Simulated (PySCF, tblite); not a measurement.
**C₄H₅ClF₂O: geometry, infrared bands and NMR shifts**

What infrared bands and NMR shifts should C₄H₅ClF₂O (`CO/C(=C/Cl)C(F)F`) show?

The runs use tblite 0.8.0 and PySCF 2.14.0, with density-fitted response routines of our own; the level of theory stands in each step. All values are computed, except where a source is named. Atoms count from 0, in the outputs and in this text.

### 1 Starting geometry

13 atoms, charge 0, multiplicity 1; geometry from: force field or distance geometry start.

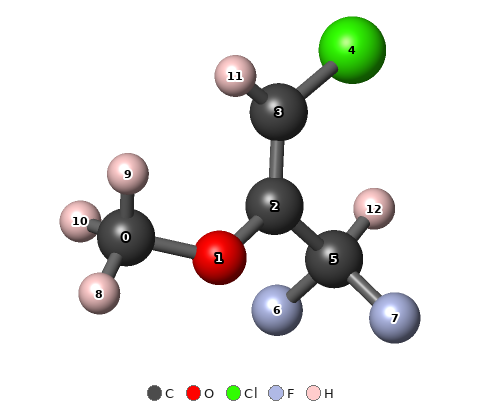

The starting geometry (carbon dark grey, oxygen red, chlorine green, fluorine light blue, hydrogen pink), atoms numbered.

### 2 Relaxing the molecule with GFN2-xTB

Job settings and geometry (Å):

```
{"job": {"kind": "relax", "xc": "GFN2-xTB", "basis": "xTB"}, "charge": 0, "multiplicity": 1}
C      2.049000    -0.218600     0.069200
O      0.770400    -0.687600    -0.322000
C     -0.405600    -0.008600    -0.183900
C     -0.535500     1.302300    -0.467600
Cl    -2.099700     2.105400    -0.266400
C     -1.600200    -0.815900     0.278900
F     -1.332500    -1.348500     1.526000
F     -1.920000    -1.826600    -0.553500
H      2.812900    -1.009600    -0.158100
H      2.320400     0.622100    -0.623400
H      2.098200     0.170500     1.091000
H      0.333200     1.855000    -0.795400
H     -2.495000    -0.139300     0.387500
```

Run with:

```console
$ OMP_NUM_THREADS=1 python probes_run.py task.json out
```

This one command runs all jobs of the session in turn.

**Question.** This job is followed by: GFN2-xTB harmonic vibrations, gas phase; GIAO PBE0/pcSseg-1 NMR shielding, non-relativistic, gas phase. What will the session give for the following? strongest single infrared mode (GFN2-xTB); zero-point energy (GFN2-xTB); ¹³C shifts against TMS (PBE0/pcSseg-1); ¹H shifts against TMS (PBE0/pcSseg-1, means over atoms taken as alike); ¹⁷O shifts against H2O (PBE0/pcSseg-1); ³⁵Cl shifts against HCl (PBE0/pcSseg-1); ¹⁹F shifts against CFCl3 (PBE0/pcSseg-1, means over atoms taken as alike); surface potential, least and greatest.

As calculated:

| quantity | value |
| --- | --- |
| strongest single infrared mode (GFN2-xTB) | 1028 cm⁻¹, 191 km/mol |
| zero-point energy (GFN2-xTB) | 53.5 kcal/mol |
| ¹³C shifts against TMS (PBE0/pcSseg-1) | 161.3, 114.6, 105.7, 56.2 ppm |
| ¹H shifts against TMS (PBE0/pcSseg-1, means over atoms taken as alike) | 7.21, 5.19, 3.74 ppm |
| ¹⁷O shifts against H2O (PBE0/pcSseg-1) | 111.6 ppm |
| ³⁵Cl shifts against HCl (PBE0/pcSseg-1) | 120 ppm |
| ¹⁹F shifts against CFCl3 (PBE0/pcSseg-1, means over atoms taken as alike) | -145.0 ppm |
| surface potential, least and greatest | -1.03 V and 1.49 V |

The optimisation took 65 steps and gained 0.433 eV; among the close pairs (by a distance rule), C3–Cl4 changed most, from 1.770 to 1.720 Å. All 33 modes are real, so the xTB geometry is a minimum. The strongest single mode, at 1028 cm⁻¹, moves mainly C5. Unscaled tight-binding wavenumbers are off by several per cent, some by more. Its intensities can rank the bands wrongly. The most deshielded carbon is C2 (alkene carbon bearing oxygen), at 161.3 ppm: an sp2 carbon further deshielded by the attached heteroatom. H12 (hydrogen on an allylic sp3 CH bonded to 2 F) lies farthest downfield among hydrogen, at 7.21 ppm; its carbon carries F, hence the downfield position. At PBE0/pcSseg-1: Shielding is most anisotropic at Cl4 (span 335 ppm, paramagnetic term -316 ppm). By nearest atom (PBE0/pcSseg-1), the HOMO sits on C3 27 %; Cl4 24 % and the LUMO on C2, C3 about 31 % each; H11 7 %.
